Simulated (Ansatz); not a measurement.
## CH7NSi3: one change and its effect

System: CH7NSi3, SMILES [SiH3][SiH]1C=N[SiH2]1.
Method of run A: RKS SPW92 (LDA)/def2-TZVPP (Ansatz 0.2.0).

The geometry comes from this level: PBE0-D4/def2-TZVP. Text and figures count atoms from 1; the logs count them from 0 in places.

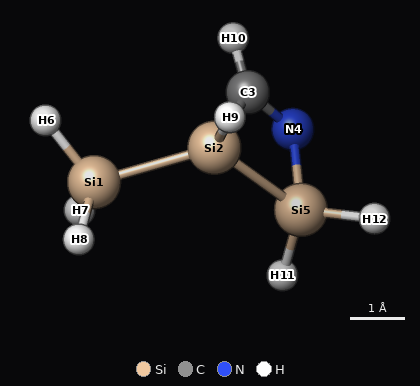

The structure (ball-and-stick view, seen at a tilt; atoms are numbered from 1 in the order of the input). Bond lengths as drawn: C–H 1.10 Å, C–N 1.28 Å, C–Si 1.92 Å, H–Si 1.49 Å, N–Si 1.79 Å and Si–Si 2.33 to 2.34 Å.

Input, run A:
```yaml
crystal:
  periodic: [false, false, false]
  atoms:
    - {symbol: Si, position_ang: [-1.787905, 1.079037, 0.652501]}
    - {symbol: Si, position_ang: [0.215106, -0.122647, 0.777322]}
    - {symbol: C, position_ang: [1.618823, 0.560300, -0.346464]}
    - {symbol: N, position_ang: [1.851690, -0.268085, -1.298191]}
    - {symbol: Si, position_ang: [0.764153, -1.635568, -0.913047]}
    - {symbol: H, position_ang: [-1.679871, 2.378440, 1.369618]}
    - {symbol: H, position_ang: [-2.110156, 1.341922, -0.774977]}
    - {symbol: H, position_ang: [-2.892216, 0.287985, 1.259232]}
    - {symbol: H, position_ang: [0.581770, -0.366400, 2.203787]}
    - {symbol: H, position_ang: [2.176883, 1.505207, -0.299198]}
    - {symbol: H, position_ang: [-0.188350, -1.947024, -2.012051]}
    - {symbol: H, position_ang: [1.527173, -2.868470, -0.584432]}
basis:
  gaussian: {orbitals: def2-TZVPP}
hamiltonian: {xc: lda}
output: {orbitals: {seedname: orbitals}}
```

Launched with:
```bash
ansatz run in.yaml --threads 4 --pin off --events-out ev --progress --plain --max-ram 10444MiB
```

Hardware: 4 threads of Arm Neoverse V1, 23 GiB of memory available, shared host.

Output (run A):
```
Functional definition: SPW92
  exchange = slater_x
  correlation = pw_c
1612 factors; their error is unknown
mean field evaluation 1: about -26146.5670 eV, gradient 6.5e1 eV
mean field evaluation 2: about -26045.9344 eV, gradient 1.7e2 eV
mean field evaluation 4: about -26154.6803 eV, gradient 3.1e1 eV
mean field evaluation 8: about -26156.8561 eV, gradient 2.7e-1 eV
mean field evaluation 16: about -26156.8008 eV, gradient 3.1e-4 eV
mean field -26156.80078417 eV, -961.2446991020 hartree, gradient 4.6e-5 eV, S^2 0.000000; 0 other end points of the search recorded, 0 dependent functions left out
reference -26156.80083283 eV, -961.2447008903 hartree; 31, 31 occupied and 255, 255 virtual orbitals, 1612 factors
Total energy: -26156.80083283 eV, -961.2447008903 hartree
```

The input of run B differs as follows (lines with − go, lines with + come):
```diff
-hamiltonian: {xc: lda}
+hamiltonian: {xc: {name: B97M-V}}
```

Predict how the results change.

The total energies belong to different methods, so their difference says nothing on which is more stable or more accurate. The HOMO goes from −5.59 to −5.87 eV. The LUMO goes from −2.61 to −2.19 eV.

Output (run B):
```
Functional definition: B97M-V
  parameter cx00 = 1.000
  parameter cx01 = 1.308
  parameter cx02 = 1.901
  parameter cx10 = 0.416
  parameter cx11 = 3.070
  parameter css00 = 1.000
  parameter css02 = -1.855
  parameter css10 = -5.668
  parameter css32 = -20.497
  parameter css42 = -20.364
  parameter cos00 = 1.000
  parameter cos01 = 1.573
  parameter cos03 = -6.298
  parameter cos10 = 2.535
  parameter cos32 = -6.427
  parameter b = 6.0
  parameter c = 0.01
  gx(w, u) = cx00 + cx01*u + cx02*u^2 + (cx10 + cx11*u)*w
  gss(w, u) = css00 + css02*u^2 + css10*w + (css32*w^3 + css42*w^4)*u^2
  gos(w, u) = cos00 + cos01*u + cos03*u^3 + cos10*w + cos32*w^3*u^2
  exchange = spin_sum(e_x_unif_s*gx(b97_w, b97_u_x))
  correlation = spin_sum(e_c_pw_mod_same_spin*gss(b97_w, b97_u_same))
      + integral(e_c_pw_mod_opposite_spin*gos(b97_w_opposite, b97_u_opposite)) + vv10(b, c)
1612 factors; their error is unknown
mean field evaluation 1: about -26260.9545 eV, gradient 5.5e1 eV
mean field evaluation 2: about -26187.8840 eV, gradient 1.4e2 eV
mean field evaluation 4: about -26267.3817 eV, gradient 2.0e1 eV
mean field evaluation 8: about -26268.3410 eV, gradient 1.4e-1 eV
mean field evaluation 16: about -26268.2978 eV, gradient 3.9e-4 eV
mean field -26268.29777443 eV, -965.3421379185 hartree, gradient 3.4e-5 eV, S^2 0.000000; 0 other end points of the search recorded, 0 dependent functions left out
reference -26268.29785352 eV, -965.3421408251 hartree; 31, 31 occupied and 255, 255 virtual orbitals, 1612 factors
Total energy: -26268.29785352 eV, -965.3421408251 hartree
```

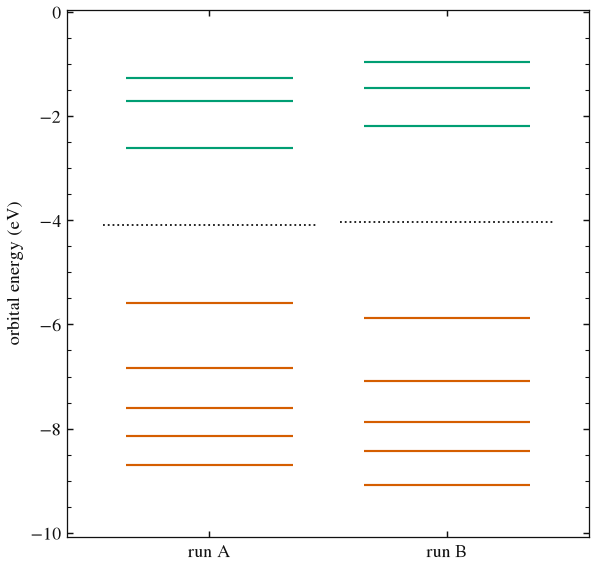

The five highest filled and three lowest empty orbital energies of the two runs; the dotted lines part filled from empty levels. The HOMO–LUMO gap is 2.98 eV in run A and 3.68 eV in run B.

The two runs side by side:

| quantity | run A | run B |
| --- | --- | --- |
| outcome | converged | converged |
| total energy (hartree) | −961.244701 | −965.342141 |
| HOMO (eV) | −5.59 | −5.87 |
| LUMO (eV) | −2.61 | −2.19 |
| basis functions | 286 | 286 |
| wall time (shared host) | 1.8 s | 13 s |
